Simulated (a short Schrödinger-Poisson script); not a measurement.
System: MOS inversion layer, SiO2 on p-type Ge(111), at 300 K.

```csv
layer,material,thickness (nm),Na (cm⁻³)
1,SiO2,2.6,-
2,Ge,450,8.6e17
```

The device is made up for the run: typed textbook-type constants, with dimensions and the other settings drawn at random. SiO2: permittivity 3.9, conduction-band edge (eV) 3.1, gap (eV) 9, electron mass (mₑ) 0.5. Ge: permittivity 16, conduction-band edge (eV) 0, gap (eV) 0.664, Nv at 300 K (cm⁻³) 6e18.

Channel valleys (confinement mass, in-plane density-of-states mass, number): L1 1.59, 0.08, 1; L3 0.09, 0.34, 3. At the gate the conduction-band edge of layer 1 lies 3.42 eV − eVg above the Fermi level of the channel; the field vanishes at the back. Gaps are held at their typed values at every temperature. Mesh 0.03 nm at interfaces.

From a short Schrödinger-Poisson script (our own, NumPy): 1D Poisson equation in equilibrium, electrons quantum, Hartree (BenDaniel-Duke, 12 states a valley, the channel's in-plane mass for all, wave functions free to enter the dielectric), parabolic valleys, classical holes, full ionisation, no traps, pinning or gate leakage.

Only gate voltages with over 1e8 electrons/cm² are shown.

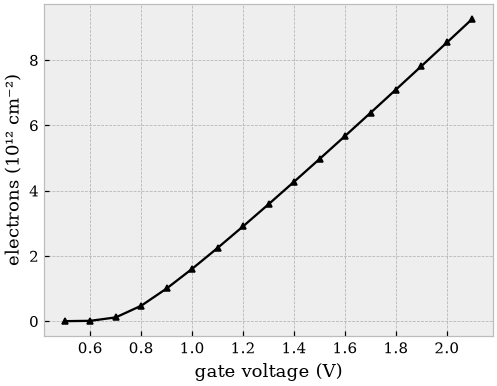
Fig. 1. Sheet density against gate voltage

```csv
Vg (V),electrons (cm⁻²),C (μF/cm²),L1 E0 (meV),L1 E1 (meV),L3 E0 (meV),L3 E1 (meV)
0.5,7.71e8,0.346,198.3,244.1,274.3,384.2
0.7,1.16e11,0.571,64.8,115.7,148.4,272.3
0.9,1.00e12,0.978,1.3,57.7,91.8,222.9
1.1,2.25e12,1.07,-29.2,33.1,68.2,204.2
1.3,3.58e12,1.11,-51.1,17.4,53.3,193.8
1.5,4.97e12,1.13,-69.2,5.6,42.2,187.0
1.7,6.38e12,1.14,-85.0,-3.8,33.2,182.4
1.9,7.82e12,1.16,-99.3,-11.8,25.6,179.0
2.1,9.26e12,1.16,-112.5,-18.8,19.0,176.6
```

Subbands count from the Fermi level.

Only the L valleys are kept; under strong confinement the Δ valleys of Ge fill too.
